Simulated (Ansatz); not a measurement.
# MP2/6-31G(d) (spherical functions) run of C5H10O2 (SMILES CC1OCCCO1)

What is the energy change on altering one bond length of C5H10O2 at MP2/6-31G* (spherical functions)? 

The results are computed with Ansatz 0.2.0.

12 further runs of the same task are left out: 12 set aside as unsound or not needed.

**1. The system as given**

The species is C5H10O2 (17 atoms), meant as a singlet with charge 0. SMILES: `CC1OCCCO1`. The coordinates come from a PBE0-D4/def2-TZVP relaxation. This is one conformer, not always the lowest.

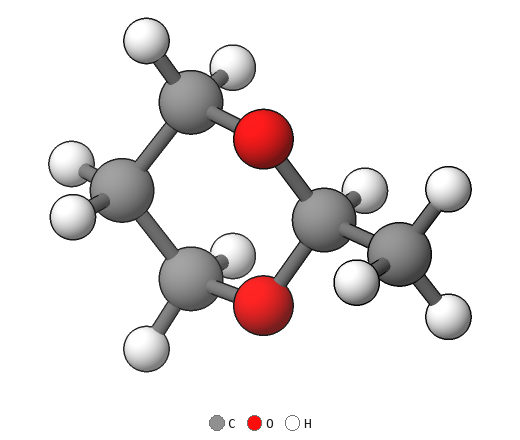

Viewed from a chosen angle; carbon grey, oxygen red, hydrogen white.

**2. The energy at MP2/6-31G(d) (spherical functions)**

Input file run.yaml:

```yaml
crystal:
  periodic: [false, false, false]
  atoms:
    - symbol: C
      position_ang: [2.393160, 0.285520, -0.189430]
    - symbol: C
      position_ang: [0.965190, -0.175370, -0.171370]
    - symbol: O
      position_ang: [0.226550, 0.627920, -1.050360]
    - symbol: C
      position_ang: [-1.131110, 0.240520, -1.090330]
    - symbol: C
      position_ang: [-1.736880, 0.287950, 0.299350]
    - symbol: C
      position_ang: [-0.856460, -0.519300, 1.234040]
    - symbol: O
      position_ang: [0.485650, -0.088880, 1.142420]
    - symbol: H
      position_ang: [2.992480, -0.332530, 0.479290]
    - symbol: H
      position_ang: [2.442140, 1.323010, 0.143930]
    - symbol: H
      position_ang: [2.793960, 0.216700, -1.200870]
    - symbol: H
      position_ang: [0.873680, -1.228060, -0.504680]
    - symbol: H
      position_ang: [-1.631230, 0.922860, -1.779220]
    - symbol: H
      position_ang: [-1.211510, -0.778950, -1.501460]
    - symbol: H
      position_ang: [-1.780660, 1.324810, 0.643470]
    - symbol: H
      position_ang: [-2.754650, -0.113110, 0.288510]
    - symbol: H
      position_ang: [-0.918450, -1.589730, 0.978820]
    - symbol: H
      position_ang: [-1.151860, -0.403380, 2.277870]
basis:
  gaussian:
    orbitals: 6-31G_st_-spherical.json
correlation:
  method: mp2
  frozen_orbitals: {C: 1, H: 0, O: 1}
accuracy: high
```

The basis set 6-31G* is read from a file made from the Basis Set Exchange's data (not shown).

On the command line:

```bash
ansatz run run.yaml --threads 4 --pin off --max-ram 12180MiB --events-out events.jsonl --progress --plain --runs-dir runs
```

What it wrote:

```text
Warning: RAYON_NUM_THREADS=4 ignored (pool sized by the plan → 4); use --threads N
Functional definition: HF
  name "HF"
  exchange = exact_x
  correlation = 0
3063 factors; integrals over basis functions are off by at most 3.4e-9 eV
mean field evaluation 1: about -9380.7325 eV, gradient 3.9e1 eV
mean field evaluation 2: about -9380.7351 eV, gradient 3.9e1 eV
mean field evaluation 4: about -9384.4716 eV, gradient 4.9e0 eV
mean field evaluation 8: about -9384.5308 eV, gradient 1.3e-4 eV
mean field -9384.53083752 eV, -344.8751472155 hartree, gradient 2.1e-8 eV, S^2 0.000000; 0 other end points of the search recorded, 0 dependent functions left out
7 core orbitals not correlated: weight in the atoms' cores, before any rotation towards them, 1.000 or more for the frozen orbitals, at most 0.000 for the correlated occupied ones
reference -9384.53083752 eV, -344.8751472155 hartree; 21, 21 occupied and 90, 90 virtual orbitals, 3063 factors
second order -26.96940310 eV of doubles, -0.00000000 eV of singles
Total energy: -9411.50024062 eV, -345.8662544988 hartree
```

It took 2.4 s on 4 threads of Arm Neoverse V2, shared host; peak memory 0.52 GiB.

**3. The distorted shape, same level**

Input file molecule.yaml:

```yaml
crystal:
  periodic: [false, false, false]
  atoms:
    - {symbol: C, position_ang: [2.540860, 0.227560, -0.711346]}
    - {symbol: C, position_ang: [1.112890, -0.233330, -0.693286]}
    - {symbol: O, position_ang: [0.374250, 0.569960, -1.572276]}
    - {symbol: C, position_ang: [-0.983410, 0.182560, -1.612246]}
    - {symbol: C, position_ang: [-1.589180, 0.229990, -0.222566]}
    - {symbol: C, position_ang: [-0.708760, -0.577260, 0.712124]}
    - {symbol: O, position_ang: [0.633350, -0.146840, 0.620504]}
    - {symbol: H, position_ang: [3.140180, -0.390490, -0.042626]}
    - {symbol: H, position_ang: [2.589840, 1.265050, -0.377986]}
    - {symbol: H, position_ang: [2.941660, 0.158740, -1.722786]}
    - {symbol: H, position_ang: [1.021380, -1.286020, -1.026596]}
    - {symbol: H, position_ang: [-1.483530, 0.864900, -2.301136]}
    - {symbol: H, position_ang: [-1.063810, -0.836910, -2.023376]}
    - {symbol: H, position_ang: [-1.632960, 1.266850, 0.121554]}
    - {symbol: H, position_ang: [-2.606950, -0.171070, -0.233406]}
    - {symbol: H, position_ang: [-0.770750, -1.647690, 0.456904]}
    - {symbol: H, position_ang: [-1.151860, -0.403380, 2.277870]}
basis:
  gaussian: {orbitals: 6-31G_st_-spherical.json}
correlation: {method: mp2, frozen_orbitals: {C: 1, H: 0, O: 1}}
accuracy: high
```

The basis set 6-31G* is read from a file made from the Basis Set Exchange's data (not shown).

On the command line:

```bash
ansatz run molecule.yaml --threads 4 --pin off --max-ram 12180MiB --events-out events.jsonl --progress --plain --runs-dir runs
```

What it wrote:

```text
Warning: RAYON_NUM_THREADS=4 ignored (pool sized by the plan → 4); use --threads N
Functional definition: HF
  name "HF"
  exchange = exact_x
  correlation = 0
3067 factors; integrals over basis functions are off by at most 3.5e-9 eV
mean field evaluation 1: about -9378.2884 eV, gradient 3.9e1 eV
mean field evaluation 2: about -9378.2908 eV, gradient 3.9e1 eV
mean field evaluation 4: about -9382.1288 eV, gradient 5.0e0 eV
mean field evaluation 8: about -9382.1947 eV, gradient 2.0e-4 eV
mean field -9382.19471470 eV, -344.7892962851 hartree, gradient 2.6e-8 eV, S^2 0.000000; 0 other end points of the search recorded, 0 dependent functions left out; unrestricted orbitals would lower it
mean field evaluation 16: about -9382.1722 eV, gradient 3.8e-1 eV
7 core orbitals not correlated: weight in the atoms' cores, before any rotation towards them, 1.000 or more for the frozen orbitals, at most 0.000 for the correlated occupied ones
reference -9382.19471470 eV, -344.7892962851 hartree; 21, 21 occupied and 90, 90 virtual orbitals, 3067 factors
second order -27.23826008 eV of doubles, -0.00000000 eV of singles
Total energy: -9409.43297478 eV, -345.7902838803 hartree
```

Run time: 2.6 s. Hardware: 4 threads of Arm Neoverse V2, shared host; peak memory 0.52 GiB.

**4. Results**

At MP2/6-31G* (spherical functions), 7 core orbitals frozen:

```
                                                          quantity          value
                                         first shape: total energy  -345.86625 Eh
          first shape: correlation energy (7 core orbitals frozen)     -991.1 mEh
                                     distorted shape: total energy  -345.79028 Eh
      distorted shape: correlation energy (7 core orbitals frozen)    -1001.0 mEh
energy change with the C6–H17 bond stretched from 1.091 to 1.637 Å       2.067 eV
```

In words: One bond (distorted shape) is far stretched, which a spin-restricted single reference describes badly; perturbation theory on it can break down and give far too much correlation. With the C6–H17 bond stretched from 1.091 to 1.637 Å the energy rises by 2.07 eV (48 kcal/mol). The first shape isn't relaxed at this level, so the change isn't measured from a minimum. A restricted reference can't describe the breaking bond well at this length. The restricted solution (distorted shape) is unstable to spin breaking: an unrestricted one lies lower.
